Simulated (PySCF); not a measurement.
**BSiH4 (SMILES [BH][SiH3]): UB3LYP/STO-6G**

What is the vertical ionisation energy of BSiH4 at UB3LYP/STO-6G? 

The calculation is run with PySCF 2.14.0.

5 further runs of the same task are left out: 5 set aside as unsound or not needed.

### 1 The system as given

The species is BSiH4 (6 atoms), meant as a doublet with charge 0. SMILES: `[BH][SiH3]`. The coordinates come from a GFN2-xTB relaxation.

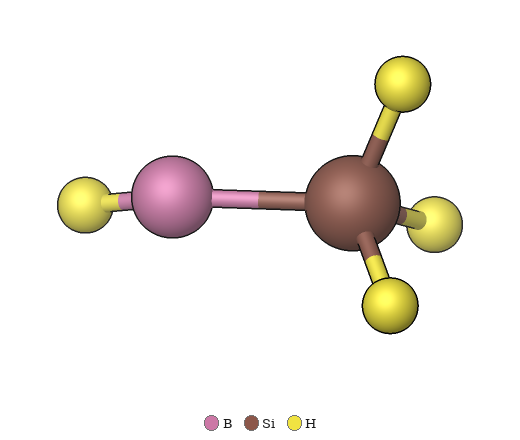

The structure, seen from a chosen angle (boron pink, silicon brown, hydrogen yellow).

### 2 A single-point energy at UB3LYP/STO-6G

calc.py reads:

```python
from pyscf import gto, dft

molecule = gto.M(
    atom=[
    ('B', (0.938510, -0.830080, 0.651420)),
    ('Si', (-0.268720, 0.378400, -0.198310)),
    ('H', (1.206890, -1.921260, 0.929580)),
    ('H', (-1.511470, -0.138420, -0.820190)),
    ('H', (0.392690, 1.102720, -1.300860)),
    ('H', (-0.757900, 1.408630, 0.738360)),
],
    verbose=4,
    basis='sto-6g',
    max_memory=1860,
    spin=1,
)

mf = dft.UKS(molecule, xc='b3lyp')
mf.conv_tol = 1e-10
mf.grids.level = 5
mf.kernel()
if not mf.converged:
    mf = mf.newton().run(mf.mo_coeff, mf.mo_occ)

etot = mf.e_tot
print('E = %.10f Eh' % etot)
```

Command:

```bash
$ OMP_NUM_THREADS=1 python calc.py
```

Output:

```text
PySCF version 2.14.0

[... 55 lines left out ...]
WARN: HOMO -0.0765891372109342 >= LUMO -0.0765891372109343
[... 50 lines left out ...]
converged SCF energy = -315.516270527934  <S^2> = 0.75216133  2S+1 = 2.0021602
E = -315.5162705279 Eh
```

Run time: 6.3 s. Hardware: 1 thread of Arm Neoverse V1, shared host; peak memory 0.2 GiB.

### 3 The singlet cation, same level

run.py reads:

```python
from pyscf import gto, dft

mol = gto.Mole()
mol.atom = [
    ('B', (0.938510, -0.830080, 0.651420)),
    ('Si', (-0.268720, 0.378400, -0.198310)),
    ('H', (1.206890, -1.921260, 0.929580)),
    ('H', (-1.511470, -0.138420, -0.820190)),
    ('H', (0.392690, 1.102720, -1.300860)),
    ('H', (-0.757900, 1.408630, 0.738360)),
]
mol.basis = 'sto-6g'
mol.verbose = 3
mol.max_memory = 1860
mol.charge = 1
mol.build()

mf = dft.RKS(mol)
mf.xc = 'b3lyp'
mf.conv_tol = 1e-10
mf.grids.level = 5
mf.kernel()
if not mf.converged:
    mf = mf.newton().run(mf.mo_coeff, mf.mo_occ)

etot = mf.e_tot
print('E = %.10f Eh' % etot)
```

Command:

```bash
$ OMP_NUM_THREADS=1 python run.py
```

Output:

```text
converged SCF energy = -315.280317959664
E = -315.2803179597 Eh
```

Run time: 3.6 s. Hardware: 1 thread of Arm Neoverse V1, shared host; peak memory 0.19 GiB.

### 4 Summary of results

At UB3LYP/STO-6G:

| quantity | value |
| --- | --- |
| doublet BSiH4: total energy | -315.51627 Eh |
| doublet BSiH4: dipole moment | 0.33 D |
| doublet BSiH4: HOMO energy (highest over α and β) | -2.90 eV |
| doublet BSiH4: LUMO energy (lowest over α and β) | 0.58 eV |
| doublet BSiH4: ⟨S²⟩ | 0.752 |
| singlet cation: total energy | -315.28032 Eh |
| singlet cation: HOMO energy | -14.53 eV |
| singlet cation: LUMO energy | -9.49 eV |
| singlet cation: HOMO–LUMO gap | 5.03 eV |
| vertical ionisation energy (to the singlet cation) | 6.421 eV |

Removing an electron at fixed nuclei costs 6.42 eV (619 kJ/mol). Only the singlet of the ionised species was computed; a triplet could lie lower. In a minimal basis such a difference can be off by several eV, whatever the method. Mulliken charges (singlet cation) run from -0.02 on H6 to +0.55 on Si2; they depend strongly on the basis.
